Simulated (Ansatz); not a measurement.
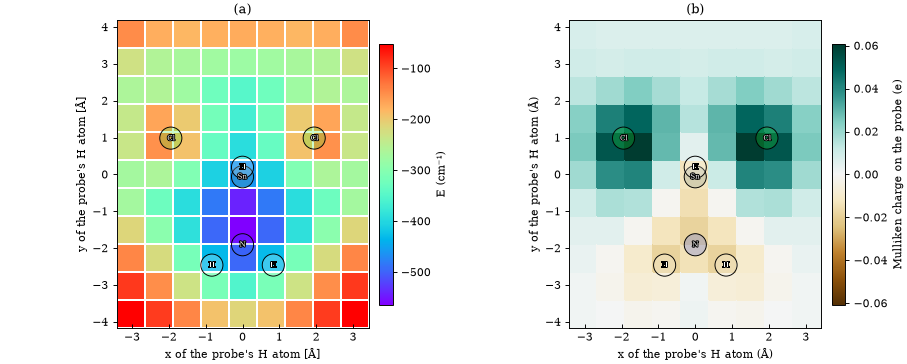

Cl₂H₃NSn (SMILES [NH2][SnH]([Cl])[Cl]) with the probe H2. The probe is moved over a plane parallel to the molecule's main plane, 2.74 Å above it. Coordinates scanned: (1) x of the probe's H atom; (2) y of the probe's H atom. Nothing is relaxed (molecule and probe rigid, the probe upright with H nearest the plane). Grid: 9 × 11 points. All energies are given in cm⁻¹ relative to molecule and probe far apart, each relaxed in its own basis (no counterpoise correction). Method: RKS PBE-D4/def2-SVPD (Ansatz).

Panel (a) is the energy and panel (b) the computed Mulliken charge on the probe on the same grid.

In the figure: one coloured cell a grid point, labelled circles for the molecule's atoms, projected on the plane.

How does the Mulliken charge on the probe vary over the map, and what is it at the lowest grid point?

Answer. Leaving out the highest fifth of the energies, it runs from −0.02 e at x of the probe's H atom = −0.76 Å, y of the probe's H atom = −2.28 Å to 0.06 e at x of the probe's H atom = −1.52 Å, y of the probe's H atom = 0.76 Å. At the lowest grid point, x of the probe's H atom = 0.00 Å, y of the probe's H atom = −1.52 Å, it is −0.02 e.
